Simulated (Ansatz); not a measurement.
# Bands, cutoff and cost in G0W0 for SiO2 (Cristobalite)

How do accuracy and time trade against each other in G0W0 on SiO2 (Cristobalite)?

Main program and level: Ansatz 0.2.0; G0W0 on PBE, plane waves, PAW; PAW set soft_1.

The database entry behind the starting cell lists a temperature of 340 K, so it need not match the best structure at ambient conditions.

## Step 1: Starting point

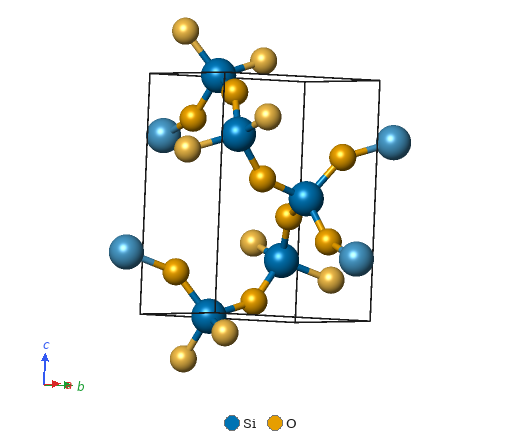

The starting structure, seen slightly off an axis (silicon blue, oxygen orange). Some periodic images of atoms are drawn too.

The cell and positions come from the Crystallography Open Database and are kept as given unless a step says otherwise.

## Step 2: 155 empty bands, screening to 54 eV

Now the one-shot GW correction: screening in the RPA, then the self-energy of the levels asked for. This step takes PAW set soft_1 files.

File input.yaml:

```yaml
crystal:
  lattice:
    - [4.982, 0.0, 0.0]
    - [0.0, 4.982, 0.0]
    - [0.0, 0.0, 6.963]
  atoms:
    - { symbol: Si, position: [0.29897, 0.29897, 0.0] }
    - { symbol: Si, position: [0.20103, 0.79897, 0.25] }
    - { symbol: Si, position: [0.70103, 0.70103, 0.5] }
    - { symbol: Si, position: [0.79897, 0.20103, 0.75] }
    - { symbol: O, position: [0.23989, 0.10347, 0.17813] }
    - { symbol: O, position: [0.39653, 0.73989, 0.42813] }
    - { symbol: O, position: [0.76011, 0.89653, 0.67813] }
    - { symbol: O, position: [0.60347, 0.26011, 0.92813] }
    - { symbol: O, position: [0.73989, 0.39653, 0.57187] }
    - { symbol: O, position: [0.89653, 0.76011, 0.32187] }
    - { symbol: O, position: [0.26011, 0.60347, 0.07187] }
    - { symbol: O, position: [0.10347, 0.23989, 0.82187] }
kpoints:
  mp_grid: { grid: [4, 4, 2] }
hamiltonian:
  xc: pbe
  pseudopotentials: { kind: paw, azcp: { folder: soft_1 } }
scf:
  occupations: { method: fixed }
gw:
  n_empty_bands: 155
  ecut_chi: 54
  qp_bands: [v4, c4]
  qp_kpoints: band_edges
  screening: { model: contour_deformation }
```

On the command line:

```sh
$ ansatz run input.yaml --threads 3 --pin off --max-ram 92160MiB --backend cuda --events-out ev --progress --plain --runs-dir out --devices 1 --max-vram 13GiB
```

Numbers of over 12 decimals in the logs are rounded to 6 here.

Log:

```text
GPUs: using 1 of 1 available (devices: 1).
Engine: ansatz 0.2.0, x86_64-unknown-linux-gnu
Pseudopotentials: kind: paw
Pseudopotential: Si, paw, valence charge 4, recommended cutoff 420 eV (normal), soft_1/Si.paw.azcp
Pseudopotential: O, paw, valence charge 6, recommended cutoff 420 eV (normal), soft_1/O.paw.azcp
Functional definition: PBE
  parameter kappa = 0.804
  parameter beta = 0.066725
  exchange = pbe_x(kappa = kappa, mu = beta*pi^2/3)
  correlation = pbe_c(beta = beta)
device memory: the entry about to start is reckoned to put 2.5 GiB on a device that reports 43.8 GiB free (of which the cap on the GPU budget leaves the run 13.0 GiB)
GPU FFT provider: cuFFT
GPU libraries: cuBLAS 13.8.2, cuFFT 12.4.0, cuSOLVER 12.3.4
Crystal: 12 atoms, lattice volume = 172.824 Å³
Basis set: ecut = 420 eV, 3387 PW (Γ)
Bands: 44, of which v1, the nominal top of the filled ones, is band 32 counted from 1 (31 counted from 0)
Symmetry: 8 space group operations
Space group: P41212 (ITA 92), of the structure as read, at distance tolerance 5.6e-5 Å
k-points: 12 of 32
Non-local potential: Si, projectors of the file, l = 0: 2, l = 1: 2, l = 2: 1
Non-local potential: O, projectors of the file, l = 0: 2, l = 1: 2, l = 2: 1
PAW form: soft (Blöchl's): semilocal exchange-correlation on the pseudo side does not see the compensation charge
PAW one-centre angular grid: Si, 110 points (default); XC on 64 Gauss nodes
PAW one-centre angular grid: O, 110 points (default); XC on 64 Gauss nodes
Initial density: superposition of atomic densities (chi_scale 0.1, normalization cell, long waves kept (reshape's long-wave potential 0.00 eV rms))
Initial wavefunctions: pseudopotential atomic-orbital guess
GPU buffer pool allocated for 62208 grid points (all kernels)
GPU transforms: local potential and band sums: pruned to the plane-wave sphere, on 36×36×48
Functional: x = pbe(κ = 0.804, μ = 0.219515), c = pbe(β = 0.066725)
SCF iter   1: F=—  HF=-7103.495148 eV  |F-HF|=—  |Δ(HF+E_count)|=         —  Δρ=1.28e-1  dr2=2.53e1  ethr=3.10e-3  ⟨swp⟩=4.8  Hψ=2082  notcnv=0  defer=102
preconditioner: auto → Resta (q_TF=auto, 2.312 Å⁻¹)  ε∞=2.5  [insulator: Δε(μ)=7.424 eV  Ē_g=18.184 eV  n_scr=36 (ndim 8)  ℏωp=22.6 eV  f_vac=0.116  ε∞_Penn≈2.5]
SCF iter   2: F=—  HF=-7096.401704 eV  |F-HF|=—  |Δ(HF+E_count)|=    7.09e0  Δρ=4.21e-2  dr2=1.28e0  ethr=3.10e-3  ⟨swp⟩=4.2  Hψ=1423  notcnv=0  defer=111
SCF iter   3: F=—  HF=-7096.291530 eV  |F-HF|=—  |Δ(HF+E_count)|=   1.10e-1  Δρ=2.07e-2  dr2=4.23e-1  ethr=2.01e-3  ⟨swp⟩=2.0  Hψ=490  notcnv=0  defer=114
SCF iter   4: F=—  HF=-7096.298969 eV  |F-HF|=—  |Δ(HF+E_count)|=   7.44e-3  Δρ=1.56e-3  dr2=3.55e-3  ethr=6.60e-4  ⟨swp⟩=3.0  Hψ=862  notcnv=0  defer=116
SCF iter   5: F=—  HF=-7096.304263 eV  |F-HF|=—  |Δ(HF+E_count)|=   5.29e-3  Δρ=3.09e-4  dr2=1.43e-4  ethr=5.54e-6  ⟨swp⟩=3.1  Hψ=842  notcnv=0  defer=117
SCF iter   6: F=—  HF=-7096.304363 eV  |F-HF|=—  |Δ(HF+E_count)|=   1.00e-4  Δρ=5.71e-5  dr2=5.75e-6  ethr=2.24e-7  ⟨swp⟩=2.0  Hψ=775  notcnv=0  defer=117
SCF iter   7: F=—  HF=-7096.304376 eV  |F-HF|=—  |Δ(HF+E_count)|=   1.29e-5  Δρ=8.99e-6  dr2=1.44e-7  ethr=8.98e-9  ⟨swp⟩=2.0  Hψ=887  notcnv=0  defer=117
SCF iter   8: F=-7096.304376 eV  HF=-7096.304376 eV  |F-HF|=1.01e-8  |Δ(HF+E_count)|=   3.23e-7  Δρ=2.11e-6  dr2=5.83e-9  ethr=1.56e-10  ⟨swp⟩=14.0  Hψ=2802  notcnv=0
SCF 1 converged in 8 iterations: F = -7096.304376 eV  dr2 = 5.83e-9
  greatest PAW one-centre occupation: 0.861 electrons in one spin orbital (limit 2), on the O atom at site 11 (counted from 0), in its partial waves of l = 0
device memory: the entry about to start is reckoned to put 3.1 GiB (of the 3.1 GiB reckoned in all, the device holds 0.1 GiB already) on a device that reports 41.0 GiB free (of which the cap on the GPU budget leaves the run 13.0 GiB)
NSCF: frozen V_eff on 12 k-points
the band table was solved once the SCF had ended and its energy, with any forces and stress, was formed, with the checks that follow a solve (2347 applications of the Hamiltonian). They found nothing against the state; the energy, forces and stress were not computed again (output.eigenvalues in the input reference)
device memory: the entry about to start is reckoned to put 4.5 GiB on a device that reports 44.8 GiB free (of which the cap on the GPU budget leaves the run 13.0 GiB)
NSCF: frozen V_eff on 12 k-points
G₀W₀ screening: q 1/12
[... further progress lines ...]
SCF converged after 8 iterations
Free energy (F): -7096.304376 eV
Harris-Foulkes:  -7096.304376 eV  (|F-HF|=1.01e-8)
Internal energy: -7096.304376 eV  (E = F + TS)
E sigma→0 (E₀):  -7096.304376 eV
Fermi energy:    1.321772 eV
--- Per-component energies (eV) ---
  E_band       = -359.496827
  E_kinetic    = 1560.303157
  E_local      = -4519.468093  (includes V_loc(G=0)·N_el)
  E_nonlocal   = 508.734157
  E_hartree    = 1694.191799
  E_xc         = -805.090810
  E_vxc        = -930.472462  (∫ρ·V_xc dr)
  E_paw        = -3359.151874  (= ΣΔE_a)
  E_vpaw       = -366.982133  (= ΣTr[D̂ρ^β])
  E_aug_tail   = 0.006701  (compensation charges beyond the density's cutoff)
  E_ewald      = -2175.829413
  E_smearing   = -0.000000  (= −TS)
  E_closure    = -0.000000  (closes the sum)
  Σ components = -7096.304376   (vs F -7096.304376, Δ=0.00e0)
--- Band table (eV; the first three rows and the last of 12) ---
  k-point 0: bands = [... 28 lower, 0.6651, 1.0506, 1.0506, 1.3218, 7.0869, 10.2076, 10.2076, 10.6182, ... 8 higher]
  k-point 1: bands = [... 28 lower, 0.8115, 0.8115, 0.9298, 0.9298, 8.3210, 8.3210, 10.8504, 10.8504, ... 8 higher]
  k-point 2: bands = [... 28 lower, 0.6028, 0.8483, 0.9925, 1.1388, 7.7129, 10.3437, 10.3926, 10.6148, ... 8 higher]
  k-point 11: bands = [... 28 lower, 0.6894, 0.6894, 0.6894, 0.6894, 10.6186, 10.6186, 10.6186, 10.6186, ... 8 higher]
--- G₀W₀: contour deformation, 5 samples at zero and on the imaginary axis and 2 off it, 32 q-points, 155 empty bands' worth ---
  eigenvalues of the whole cell's RPA ε∞ on this k-mesh (on a slab, of 1 + 4πα/V) = 2.1674, 2.1751, 2.1751; static W/v taken at q = 0 is 0.460515
  bands read: the sum over 187 bands ends inside a degenerate multiplet in 9 slots, whose members it reads at an even weight; the widest, k=11: bands 185 to 188 (counted from 1) at 3/4 each
  gw.qp_kpoints: band_edges: 11 of 12 stored k-points solved, in 1 pass; an edge of the gap read off the rows below is read off those points alone
    valence top: of the k-points left out ik 8 came nearest to being solved in a further pass, in band 32 (counted from 1, as in the quasiparticle table): it holds the edge there only if its correction is more favourable than any solved in that band by at least 0.553 eV; those differ by 0.096 eV
    conduction bottom: of the k-points left out ik 8 came nearest to being solved in a further pass, in band 33 (counted from 1, as in the quasiparticle table): it holds the edge there only if its correction is more favourable than any solved in that band by at least 2.414 eV; those differ by 0.650 eV
    ik  band        ε_KS         Σx   Σc(E_QP)       V_xc       Z   E_QP_lin       E_QP  E_QP is
     0    29      0.6651   -26.5965     4.4238   -20.5681  0.8186    -0.9615    -0.9396  root
     0    30      1.0506   -26.9211     4.4306   -20.9348  0.8189    -0.5252    -0.5050  root
     0    31      1.0506   -26.9211     4.4306   -20.9348  0.8189    -0.5252    -0.5050  root
     0    32      1.3218   -26.8364     4.3856   -20.9303  0.8200    -0.2176    -0.1987  root
     0    33      7.0869    -6.5264    -3.0586   -10.7500  0.8803     8.2588     8.2519  root
     0    34     10.2076    -5.9900    -3.3949   -11.0558  0.8701    11.8956    11.8785  root
     0    35     10.2076    -5.9900    -3.3949   -11.0558  0.8701    11.8956    11.8785  root
     0    36     10.6182    -7.6367    -3.4459   -13.0111  0.8617    12.5714    12.5467  root
     1    29      0.8115   -26.5537     4.4204   -20.5266  0.8185    -0.8171    -0.7952  root
     1    30      0.8115   -26.5537     4.4204   -20.5266  0.8185    -0.8171    -0.7952  root
     1    31      0.9298   -26.5167     4.4111   -20.5137  0.8186    -0.6836    -0.6621  root
     1    32      0.9298   -26.5167     4.4111   -20.5137  0.8186    -0.6836    -0.6621  root
     1    33      8.3210    -7.2158    -3.0359   -11.6182  0.8740     9.6978     9.6875  root
     1    34      8.3210    -7.2158    -3.0359   -11.6182  0.8740     9.6978     9.6875  root
     1    35     10.8504    -6.2751    -3.6106   -11.8172  0.8645    12.8062    12.7819  root
     1    36     10.8504    -6.2751    -3.6106   -11.8172  0.8645    12.8062    12.7819  root
     2    29      0.6028   -26.4714     4.4355   -20.3990  0.8178    -1.0572    -1.0340  root
     2    30      0.8483   -26.7118     4.4326   -20.6914  0.8183    -0.7608    -0.7394  root
     2    31      0.9925   -26.8415     4.4311   -20.8418  0.8188    -0.5965    -0.5759  root
     2    32      1.1388   -26.6034     4.3748   -20.6732  0.8195    -0.4367    -0.4166  root
     2    33      7.7129    -6.8346    -3.0346   -11.1289  0.8772     8.9809     8.9725  root
     2    34     10.3437    -6.0798    -3.4223   -11.2257  0.8689    12.0856    12.0672  root
     2    35     10.3926    -5.9167    -3.2738   -10.7700  0.8709    11.9874    11.9721  root
     2    36     10.6148    -8.8675    -3.5855   -14.5134  0.8577    12.7045    12.6751  root
[...]
11    29      0.6894   -26.4022     4.4165   -20.3696  0.8175    -0.9493    -0.9267  root
    11    30      0.6894   -26.4022     4.4165   -20.3696  0.8175    -0.9493    -0.9267  root
    11    31      0.6894   -26.4022     4.4165   -20.3696  0.8175    -0.9493    -0.9267  root
    11    32      0.6894   -26.4022     4.4165   -20.3696  0.8175    -0.9493    -0.9267  root
    11    33     10.6186    -6.8570    -3.2490   -11.7556  0.8663    12.2860    12.2684  root
    11    34     10.6186    -6.8570    -3.2490   -11.7556  0.8663    12.2860    12.2684  root
    11    35     10.6186    -6.8570    -3.2490   -11.7556  0.8663    12.2860    12.2684  root
    11    36     10.6186    -6.8570    -3.2490   -11.7556  0.8663    12.2860    12.2684  root
```

It took 18 s on 1 × NVIDIA H100 80GB HBM3 (shared by 6 runs) with 3 threads of AMD EPYC 7R13 (Zen 3), shared host; peak memory 1.2 GiB; 17 s of CPU time.

This step gave:

- bands summed: 187
- RPA ε∞ on this mesh (eigenvalues): 2.167, 2.175, 2.175
- plane waves in the screening matrix: 145
- q-points in the mesh: 32
- G0W0 gap on the mesh: 8.451 eV
- k of the valence top: 0, 0, 0
- k of the conduction bottom: 0, 0, 0
- starting gap on the mesh: 5.765 eV
- Z at the valence top: 0.8200
- Z at the conduction bottom: 0.8803
- least direct G0W0 gap on the computed points: 8.451 eV

The gap on the mesh goes from 5.77 eV to 8.45 eV, a correction of +2.69 eV. Between the two edge states, bare exchange in place of the xc potential would open the gap by 10.13 eV, and correlation takes back 7.44 eV.

## Step 3: 440 empty bands, screening to 108 eV

Another rung: the empty bands reach about as high as the screening cutoff, so the two stay in balance.

input.yaml, as its differences from that of step 2:

```diff
@@ -26,4 +26,4 @@
 gw:
-  n_empty_bands: 155
-  ecut_chi: 54
+  n_empty_bands: 440
+  ecut_chi: 108
   qp_bands: [v4, c4]
```

Log:

```text
GPUs: using 1 of 1 available (devices: 1).
[...]
GPU FFT provider: cuFFT
GPU libraries: cuBLAS 13.8.2, cuFFT 12.4.0, cuSOLVER 12.3.4
Crystal: 12 atoms, lattice volume = 172.824 Å³
Basis set: ecut = 420 eV, 3387 PW (Γ)
Bands: 44, of which v1, the nominal top of the filled ones, is band 32 counted from 1 (31 counted from 0)
Symmetry: 8 space group operations
[...]
k-points: 12 of 32
[...]
GPU buffer pool allocated for 62208 grid points (all kernels)
[...]
SCF iter   1: F=—  HF=-7103.495148 eV  |F-HF|=—  |Δ(HF+E_count)|=         —  Δρ=1.28e-1  dr2=2.53e1  ethr=3.10e-3  ⟨swp⟩=4.8  Hψ=2082  notcnv=0  defer=102
[...]
SCF iter   8: F=-7096.304376 eV  HF=-7096.304376 eV  |F-HF|=1.01e-8  |Δ(HF+E_count)|=   3.23e-7  Δρ=2.11e-6  dr2=5.83e-9  ethr=1.56e-10  ⟨swp⟩=14.0  Hψ=2802  notcnv=0
SCF 1 converged in 8 iterations: F = -7096.304376 eV  dr2 = 5.83e-9
[...]
NSCF: frozen V_eff on 12 k-points
[...]
G₀W₀ screening: q 1/12
[... further progress lines ...]
SCF converged after 8 iterations
Free energy (F): -7096.304376 eV
[...]
Internal energy: -7096.304376 eV  (E = F + TS)
E sigma→0 (E₀):  -7096.304376 eV
Fermi energy:    1.321772 eV
[...]
--- Band table (eV; the first three rows and the last of 12) ---
  k-point 0: bands = [... 28 lower, 0.6651, 1.0506, 1.0506, 1.3218, 7.0869, 10.2076, 10.2076, 10.6182, ... 8 higher]
  k-point 1: bands = [... 28 lower, 0.8115, 0.8115, 0.9298, 0.9298, 8.3210, 8.3210, 10.8504, 10.8504, ... 8 higher]
  k-point 2: bands = [... 28 lower, 0.6028, 0.8483, 0.9925, 1.1388, 7.7129, 10.3437, 10.3926, 10.6148, ... 8 higher]
  k-point 11: bands = [... 28 lower, 0.6894, 0.6894, 0.6894, 0.6894, 10.6186, 10.6186, 10.6186, 10.6186, ... 8 higher]
[...]
0    29      0.6651   -26.5965     4.2150   -20.5681  0.8104    -1.1760    -1.1484  root
     0    30      1.0506   -26.9211     4.2244   -20.9348  0.8102    -0.7367    -0.7112  root
     0    31      1.0506   -26.9211     4.2244   -20.9348  0.8102    -0.7367    -0.7112  root
     0    32      1.3218   -26.8364     4.1737   -20.9303  0.8110    -0.4348    -0.4106  root
     0    33      7.0869    -6.5264    -3.1188   -10.7500  0.8764     8.1976     8.1916  root
     0    34     10.2076    -5.9900    -3.6214   -11.0558  0.8667    11.6645    11.6520  root
     0    35     10.2076    -5.9900    -3.6214   -11.0558  0.8667    11.6645    11.6520  root
     0    36     10.6182    -7.6367    -3.6871   -13.0111  0.8566    12.3238    12.3055  root
[...]
11    33     10.6186    -6.8570    -3.4345   -11.7556  0.8620    12.0963    12.0828  root
    11    34     10.6186    -6.8570    -3.4345   -11.7556  0.8620    12.0963    12.0828  root
    11    35     10.6186    -6.8570    -3.4345   -11.7556  0.8620    12.0963    12.0828  root
    11    36     10.6186    -6.8570    -3.4345   -11.7556  0.8620    12.0963    12.0828  root
```

Run time: 29 s. Hardware: 1 × NVIDIA H100 80GB HBM3 (shared by 6 runs) with 3 threads; peak memory 1.8 GiB; 40 s of CPU time.

Numbers from this step:

| Item | Value |
| --- | --- |
| bands summed | 472 |
| RPA ε∞ on this mesh (eigenvalues) | 2.160, 2.166, 2.166 |
| plane waves in the screening matrix | 451 |
| q-points in the mesh | 32 |
| G0W0 gap on the mesh | 8.602 eV |
| k of the valence top | 0, 0, 0 |
| k of the conduction bottom | 0, 0, 0 |
| starting gap on the mesh | 5.765 eV |
| Z at the valence top | 0.8110 |
| Z at the conduction bottom | 0.8764 |
| least direct G0W0 gap on the computed points | 8.602 eV |

Against the run with 4×4×2 mesh, 155 empty bands, screening to 54 eV, PAW set soft_1 files, the gap moves by +0.15 eV.

## Step 4: 947 empty bands, screening to 180 eV

input.yaml, as its differences from that of step 3:

```diff
@@ -26,4 +26,4 @@
 gw:
-  n_empty_bands: 440
-  ecut_chi: 108
+  n_empty_bands: 947
+  ecut_chi: 180.0
   qp_bands: [v4, c4]
```

Log:

```text
GPUs: using 1 of 1 available (devices: 1).
[...]
GPU FFT provider: cuFFT
GPU libraries: cuBLAS 13.8.2, cuFFT 12.4.0, cuSOLVER 12.3.4
Crystal: 12 atoms, lattice volume = 172.824 Å³
Basis set: ecut = 420 eV, 3387 PW (Γ)
Bands: 44, of which v1, the nominal top of the filled ones, is band 32 counted from 1 (31 counted from 0)
Symmetry: 8 space group operations
[...]
k-points: 12 of 32
[...]
0    36     10.6182    -7.6367    -3.8047   -13.0111  0.8554    12.2033    12.1879  root
[...]
11    33     10.6186    -6.8570    -3.5338   -11.7556  0.8608    11.9950    11.9835  root
    11    34     10.6186    -6.8570    -3.5338   -11.7556  0.8608    11.9950    11.9835  root
    11    35     10.6186    -6.8570    -3.5338   -11.7556  0.8608    11.9950    11.9835  root
    11    36     10.6186    -6.8570    -3.5338   -11.7556  0.8608    11.9950    11.9835  root
[key lines of the parts left out:]
SCF converged after 8 iterations
Free energy (F): -7096.304376 eV
Fermi energy:    1.321772 eV
```

It took 60 s on 1 × NVIDIA H100 80GB HBM3 (shared by 6 runs) with 3 threads; peak memory 3.5 GiB.

This step gave:

```yaml
bands_summed: 979
rpa_eps_infinity_on_this_mesh_eigenvalues: 2.148, 2.154, 2.154
plane_waves_in_the_screening_matrix: 967
g0w0_gap_on_the_mesh: 8.810 eV
k_of_the_valence_top: 0, 0, 0
k_of_the_conduction_bottom: 0, 0, 0
starting_gap_on_the_mesh: 5.765 eV
least_direct_g0w0_gap_on_the_computed_points: 8.810 eV
```

Against the run with 4×4×2 mesh, 440 empty bands, screening to 108 eV, PAW set soft_1 files, the gap moves by +0.21 eV.

## Step 5: Changing the k mesh: 2×2×2 mesh, 440 empty bands, screening to 108 eV, PAW set soft_1 files

Only the mesh changes. It samples the long-range screening, which converges on its own terms. Bands and cutoff differ from the step before, so it is read against an earlier run that matches them.

input.yaml, as its differences from that of step 4:

```diff
@@ -19,3 +19,3 @@
 kpoints:
-  mp_grid: { grid: [4, 4, 2] }
+  mp_grid: { grid: [2, 2, 2] }
 hamiltonian:
@@ -26,4 +26,4 @@
 gw:
-  n_empty_bands: 947
-  ecut_chi: 180.0
+  n_empty_bands: 440
+  ecut_chi: 108
   qp_bands: [v4, c4]
```

Log:

```text
GPUs: using 1 of 1 available (devices: 1).
[...]
GPU FFT provider: cuFFT
GPU libraries: cuBLAS 13.8.2, cuFFT 12.4.0, cuSOLVER 12.3.4
Crystal: 12 atoms, lattice volume = 172.824 Å³
Basis set: ecut = 420 eV, 3387 PW (Γ)
Bands: 44, of which v1, the nominal top of the filled ones, is band 32 counted from 1 (31 counted from 0)
Symmetry: 8 space group operations
[...]
k-points: 6 of 8
[...]
0    36     10.6186    -7.6022    -3.7181   -13.0101  0.8553    12.3275    12.3084  root
[...]
5    33     10.6196    -6.8457    -3.4521   -11.7547  0.8611    12.0901    12.0766  root
     5    34     10.6196    -6.8457    -3.4521   -11.7547  0.8611    12.0901    12.0766  root
     5    35     10.6196    -6.8457    -3.4521   -11.7547  0.8611    12.0901    12.0766  root
     5    36     10.6196    -6.8457    -3.4521   -11.7547  0.8611    12.0901    12.0766  root
[key lines of the parts left out:]
SCF converged after 8 iterations
Free energy (F): -7096.289235 eV
Fermi energy:    1.323669 eV
```

It took 14 s on 1 × NVIDIA H100 80GB HBM3 (shared by 6 runs) with 3 threads; peak memory 1.4 GiB; 13 s of CPU time.

Numbers from this step:

```
bands summed                                 : 472
RPA ε∞ on this mesh (eigenvalues)            : 2.161, 2.186, 2.186
plane waves in the screening matrix          : 451
G0W0 gap on the mesh                         : 8.623 eV
k of the valence top                         : 0, 0, 0
k of the conduction bottom                   : 0, 0, 0
starting gap on the mesh                     : 5.764 eV
least direct G0W0 gap on the computed points : 8.623 eV
```

Against the run with 4×4×2 mesh, 440 empty bands, screening to 108 eV, PAW set soft_1 files, the gap moves by +0.02 eV.

(Part 1 of 2 ends here.)

[Paths, hosts, dates, memory and timing lines, banners, echoed tables and standing remarks are left out of the program output.]

[Logs are printed without paths, hosts, clocks, repeated set-up lines and the standing remarks that a program may print on its own settings, such as how far it seeks lower states.]

[Runs of the session that timed out or met a known fault of the program may be left out.]

[Cells called generated may have been cut or substituted from an entry of the Crystallography Open Database or the Materials Project.]

[Hosts, paths, dates, database ids (printed as entryN), source tags and the programs' standing remarks are cut or masked in the printed files.]
